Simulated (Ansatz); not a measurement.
**Te2Mo: optical spectrum from first principles**

Aim: the dielectric function of Te2Mo, and the optical constants that follow from it.

Program: Ansatz 0.2.0. Level of theory: DFT, PBE, plane-wave PAW, default files, scalar-relativistic, independent-particle optical response without local fields. Results are calculated unless marked as measured.

The experiments to compare with:

“Surface transport and band gap structure of exfoliated 2H-MoTe2 crystals” (2014, arxiv:1407.1219) reports for MoTe2, 2H (alpha), by optical transmission spectroscopy (exfoliated flakes 32 nm to 20 um thick, from chemical vapour transport crystal, 300 K): band gap (indirect optical gap from extrapolated square root of absorption …) 0.88 ± 0.05 eV [Extrapolated absorption onset; value is gap plus or minus an unresolved phonon energy …].

“Optical Constants of Several Multilayer Transition Metal Dichalcogenides Measured by Spectroscopic Ellipsometry in the 300–1700 nm Range: High Index, Anisotropy, and Hyperbolicity” (2022, pmc:9306003) reports for MoTe2, 2H, by spectroscopic ellipsometry (exfoliated thick multilayer flakes on Si): refractive index (in-plane n at 1550 nm) about 4.84.

## 1. Starting point

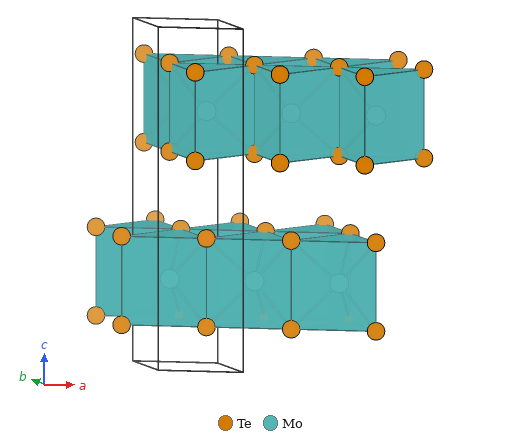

The starting structure, seen slightly off an axis (tellurium orange, molybdenum teal). 3×2×1 cells are drawn. Some periodic images of atoms are drawn too.

## 2. Ground state and bands

The self-consistent density comes first; it also tells whether there is a gap, which decides the occupations and the need for a Drude term.

This step: DFT, PBE, plane-wave PAW, default files, scalar-relativistic, ground state (Ansatz 0.2.0).

File input.yaml:

```yaml
crystal:
  lattice:
    - [3.5182, 0.0, 0.0]
    - [-1.7591, 3.0468505756, 0.0]
    - [0.0, 0.0, 13.9736]
  atoms:
    - { symbol: Te, position: [0.6666666667, 0.3333333333, 0.379] }
    - { symbol: Te, position: [0.3333333333, 0.6666666667, 0.879] }
    - { symbol: Te, position: [0.6666666667, 0.3333333333, 0.121] }
    - { symbol: Te, position: [0.3333333333, 0.6666666667, 0.621] }
    - { symbol: Mo, position: [0.6666666667, 0.3333333333, 0.75] }
    - { symbol: Mo, position: [0.3333333333, 0.6666666667, 0.25] }
kpoints:
  mp_grid: { grid: [7, 7, 2] }
  band_path:
    path:
      - [[0.0, 0.0, 0.0], [0.5, 0.0, 0.0], [0.33333333, 0.33333333, 0.0], [0.0, 0.0, 0.0], [0.0, 0.0, 0.5], [0.5, 0.0, 0.5], [0.33333333, 0.33333333, 0.5], [0.0, 0.0, 0.5]]
      - [[0.5, 0.0, 0.5], [0.5, 0.0, 0.0]]
      - [[0.33333333, 0.33333333, 0.0], [0.33333333, 0.33333333, 0.5]]
    npoints: 6
scf:
  occupations: { method: fermi_dirac, width: 0.05 }
  n_extra_bands: 10
hamiltonian:
  xc: pbe
  pseudopotentials: { kind: paw }
output:
  forces: true
  stress: true
  populations: true
  write_bands: true
  write_density: true
  write_potential: true
  elf: true
  volumetric_format: npy
```

Command:

```
ansatz run input.yaml --threads 4 --pin off --max-ram 8192MiB --backend cpu --events-out ev --progress --plain --runs-dir out
```

Numbers of over 12 decimals in the logs are rounded to 6 here.

The program printed:

```text
scf.n_extra_bands = 10 over 46 filled bands (N_el = 92.0): the run solves 56 bands
Engine: ansatz 0.2.0, x86_64-unknown-linux-gnu
Pseudopotentials: kind: paw
Pseudopotential: Te, paw, valence charge 16, recommended cutoff 420 eV (normal), Te.paw.azcp
Pseudopotential: Mo, paw, valence charge 14, recommended cutoff 420 eV (normal), Mo.paw.azcp
Functional definition: PBE
  parameter kappa = 0.804
  parameter beta = 0.066725
  exchange = pbe_x(kappa = kappa, mu = beta*pi^2/3)
  correlation = pbe_c(beta = beta)
Crystal: 6 atoms, lattice volume = 149.789 Å³
Basis set: ecut = 420 eV, 2909 PW (Γ), exchange–correlation on 48×48×192 points (8 copies of the dense FFT grid, shifted against one another)
Bands: 56, of which v1, the nominal top of the filled ones, is band 46 counted from 1 (45 counted from 0)
Symmetry: 24 space group operations
Space group: P63/mmc (ITA 194), of the structure as read, at distance tolerance 5.3e-5 Å
k-points: 16 of 98
Non-local potential: Te, projectors of the file, l = 0: 2, l = 1: 2, l = 2: 2, l = 3: 2
Non-local potential: Mo, projectors of the file, l = 0: 3, l = 1: 2, l = 2: 2, l = 3: 1
PAW form: soft (Blöchl's): semilocal exchange-correlation on the pseudo side does not see the compensation charge
PAW one-centre angular grid: Te, 590 points (default); XC on 64 Gauss nodes
PAW one-centre angular grid: Mo, 590 points (default); XC on 64 Gauss nodes
Initial density: superposition of atomic densities (neutral atoms: chi_scale 0, normalization atom), corrected by the library's trained network
Initial wavefunctions: pseudopotential atomic-orbital guess
Functional: x = pbe(κ = 0.804, μ = 0.219515), c = pbe(β = 0.066725)
SCF iter   1: F=—  HF=-37833.381034 eV  |F-HF|=—  |Δ(HF+E_count)|=         —  Δρ=4.19e-3  dr2=9.04e-3  ethr=1.77e-3  ⟨swp⟩=7.8  Hψ=3541  notcnv=0
preconditioner: auto → Resta (q_TF=auto, 2.515 Å⁻¹)  ε∞=6.9  [insulator: Δε(μ)=0.848 eV  Ē_g=7.480 eV  σ=0.050 eV  W_gap=1.00  n_scr=52 (ndim 8)  ℏωp=18.2 eV  f_vac=0.021  D(μ)=0.00/eV (n_scr^D=0)  ε∞_Penn≈6.9]
SCF iter   2: F=—  HF=-37833.389241 eV  |F-HF|=—  |Δ(HF+E_count)|=   8.21e-3  Δρ=2.48e-3  dr2=3.12e-3  ethr=9.82e-6  ⟨swp⟩=2.0  Hψ=1354  notcnv=0  defer=8
SCF iter   3: F=—  HF=-37833.393156 eV  |F-HF|=—  |Δ(HF+E_count)|=   3.92e-3  Δρ=1.02e-3  dr2=2.24e-3  ethr=3.39e-6  ⟨swp⟩=2.0  Hψ=1094  notcnv=0  defer=8
SCF iter   4: F=—  HF=-37833.393498 eV  |F-HF|=—  |Δ(HF+E_count)|=   3.42e-4  Δρ=1.19e-4  dr2=1.82e-5  ethr=2.44e-6  ⟨swp⟩=2.0  Hψ=1079  notcnv=0  defer=8
SCF iter   5: F=—  HF=-37833.393581 eV  |F-HF|=—  |Δ(HF+E_count)|=   8.27e-5  Δρ=5.20e-5  dr2=4.54e-6  ethr=1.98e-8  ⟨swp⟩=3.0  Hψ=1627  notcnv=0  defer=8
SCF iter   6: F=—  HF=-37833.393590 eV  |F-HF|=—  |Δ(HF+E_count)|=   9.39e-6  Δρ=1.27e-5  dr2=3.12e-7  ethr=4.94e-9  ⟨swp⟩=2.0  Hψ=1149  notcnv=0  defer=8
SCF iter   7: F=-37833.393590 eV  HF=-37833.393590 eV  |F-HF|=1.15e-8  |Δ(HF+E_count)|=   3.86e-7  Δρ=4.49e-6  dr2=4.31e-8  ethr=1.09e-10  ⟨swp⟩=14.5  Hψ=6184  notcnv=0
SCF 1 converged in 7 iterations: F = -37833.393590 eV  dr2 = 4.31e-8
  greatest PAW one-centre occupation: 0.998 electrons in one spin orbital (limit 2), on the Mo atom at site 5 (counted from 0), in its partial waves of l = 0
NSCF: frozen V_eff on 57 k-points
SCF converged after 7 iterations
Free energy (F): -37833.393590 eV
Harris-Foulkes:  -37833.393590 eV  (|F-HF|=1.15e-8)
Internal energy: -37833.393569 eV  (E = F + TS)
E sigma→0 (E₀):  -37833.393580 eV
Entropy (-TS):   -0.000021 eV (-0.004 meV/atom)
Fermi energy:    12.849133 eV
--- Per-component energies (eV) ---
  E_band       = -1144.055771
  E_kinetic    = 1609.781811
  E_local      = -7394.326331  (includes V_loc(G=0)·N_el)
  E_nonlocal   = -952.601124
  E_hartree    = 4140.469310
  E_xc         = -866.131323
  E_vxc        = -877.435032  (∫ρ·V_xc dr)
  E_paw        = -25053.963695  (= ΣΔE_a)
  E_vpaw       = -1810.416779  (= ΣTr[D̂ρ^β])
  E_aug_tail   = -0.000600  (compensation charges beyond the density's cutoff)
  E_ewald      = -9316.621616
  E_smearing   = -0.000021  (= −TS)
  E_closure    = -0.000000  (closes the sum)
  Σ components = -37833.393590   (vs F -37833.393590, Δ=0.00e0)
--- Forces (eV/Å), atoms counted from 1 ---
  atom   1  Te    -0.00000000    -0.00000000     0.17495025
  atom   2  Te     0.00000000     0.00000000     0.17495025
  atom   3  Te     0.00000000    -0.00000000    -0.17495025
  atom   4  Te     0.00000000     0.00000000    -0.17495025
  atom   5  Mo    -0.00000000    -0.00000000     0.00000000
  atom   6  Mo    -0.00000000     0.00000000     0.00000000
  max |Σ_I F_I| component: 2.78e-17 eV/Å
--- Stress (GPa, compression-positive) ---
        2.716296      -0.000000       0.000000
        0.000000       2.716296       0.000000
        0.000000       0.000000       3.373552
  P = ⅓ Tr σ = 2.9354 GPa (29.354 kbar)
--- Band table (eV; the first three rows and the last of 16) ---
  k-point 0: bands = [... 42 lower, 11.4634, 11.4634, 12.1537, 12.4778, 15.3793, 15.3793, 15.5121, 15.5121, ... 6 higher]
  k-point 1: bands = [... 42 lower, 11.4458, 11.4458, 12.3964, 12.3964, 15.4169, 15.4169, 15.4169, 15.4169, ... 6 higher]
  k-point 2: bands = [... 42 lower, 11.3334, 11.4846, 12.1565, 12.3033, 14.5369, 14.6825, 14.7366, 14.7977, ... 6 higher]
  k-point 15: bands = [... 42 lower, 10.5890, 10.5890, 12.1301, 12.1301, 13.6137, 13.6137, 14.1572, 14.1572, ... 6 higher]
--- Löwdin populations: 6 sites ---
  site symbol       q [e]
     0     Te     15.8710
     1     Te     15.8710
     2     Te     15.8710
     3     Te     15.8710
     4     Mo     14.0617
     5     Mo     14.0617
  spilling = 0.004270 (of n_electrons = 92.000000)
```

Run time: 5.6 s. Hardware: 4 threads of Intel Xeon 6975P-C (Granite Rapids), shared host; peak memory 0.68 GiB; 15 s of CPU time.

Read-outs, printed or worked out from the files:

| Item | Value |
| --- | --- |
| free energy | -37833.3936 eV |
| Fermi energy | 12.85 eV |
| gap by band count | 0.8406 eV |
| electrons | 92 |
| symmetry operations | 24 |
| pressure | 2.935 GPa |
| volume | 149.8 Å³ |
| gap on the path | 0.7822 eV |
| least direct gap on the path | 1.041 eV |

There is a gap, 0.78 eV on the path, so no carriers' term is needed. The cell is left with a pressure of 2.9 GPa and forces up to 0.17 eV/Å, as it stands unrelaxed at this level.

The electronic bands at the labelled points (eV, zero at the Fermi level; v1 is the highest filled band, c1 the lowest empty one):

| point | v4 | v3 | v2 | v1 | c1 | c2 | c3 | c4 |
| --- | --- | --- | --- | --- | --- | --- | --- | --- |
| Γ | -1.39 | -1.39 | -0.69 | -0.37 | 2.53 | 2.53 | 2.66 | 2.66 |
| M | -1.38 | -1.33 | -0.97 | -0.69 | 0.89 | 0.95 | 1.08 | 1.42 |
| K | -2.21 | -2.21 | -0.68 | -0.44 | 0.60 | 0.60 | 0.79 | 1.80 |
| Γ | -1.39 | -1.39 | -0.69 | -0.37 | 2.53 | 2.53 | 2.66 | 2.66 |
| A | -1.40 | -1.40 | -0.45 | -0.45 | 2.57 | 2.57 | 2.57 | 2.57 |
| L | -1.34 | -1.34 | -0.83 | -0.83 | 0.92 | 0.92 | 1.27 | 1.27 |
| H | -2.37 | -2.37 | -0.58 | -0.58 | 0.61 | 0.61 | 1.25 | 1.25 |
| A | -1.40 | -1.40 | -0.45 | -0.45 | 2.57 | 2.57 | 2.57 | 2.57 |
| jump to L | -1.34 | -1.34 | -0.83 | -0.83 | 0.92 | 0.92 | 1.27 | 1.27 |
| M | -1.38 | -1.33 | -0.97 | -0.69 | 0.89 | 0.95 | 1.08 | 1.42 |
| jump to K | -2.21 | -2.21 | -0.68 | -0.44 | 0.60 | 0.60 | 0.79 | 1.80 |
| H | -2.37 | -2.37 | -0.58 | -0.58 | 0.61 | 0.61 | 1.25 | 1.25 |

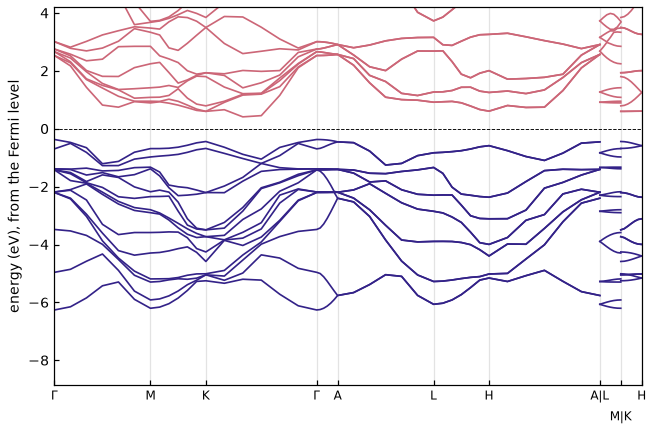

Electronic bands along the path; lines of filled and empty bands in two colours.

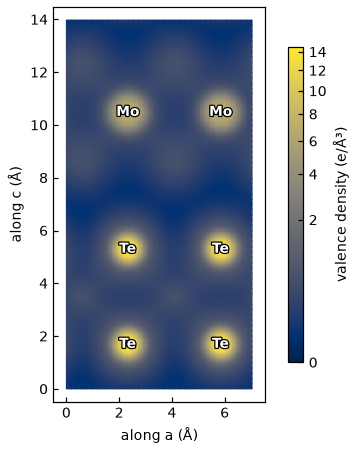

Valence density in the ac plane at fractional y = 0.333, with atoms of Te and Mo within 0.2 Å of it. It is the smooth field of the valence electrons, not physical close to the nuclei. The colour scale is stretched toward low values.

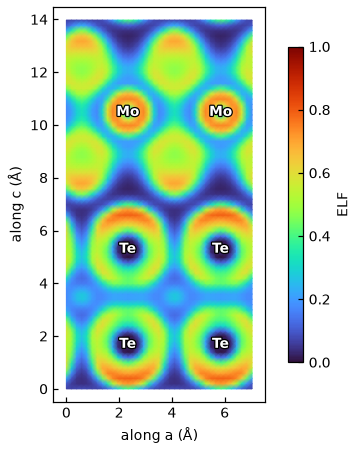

ELF in the ac plane at fractional y = 0.333, with atoms of Te and Mo within 0.2 Å of it. It is the smooth field of the valence electrons, not physical close to the nuclei.

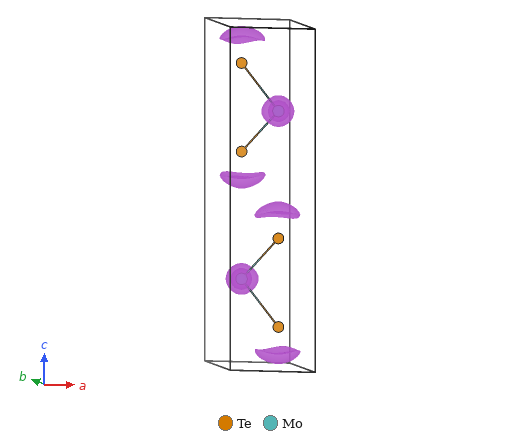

Surface of ELF = 0.71.

(Part 1 of 2 ends here.)

[Logs are printed without paths, hosts, clocks, repeated set-up lines and the standing remarks that a program may print on its own settings, such as how far it seeks lower states.]

[Hosts, paths, dates, database ids (printed as entryN), source tags and the programs' standing remarks are cut or masked in the printed files.]
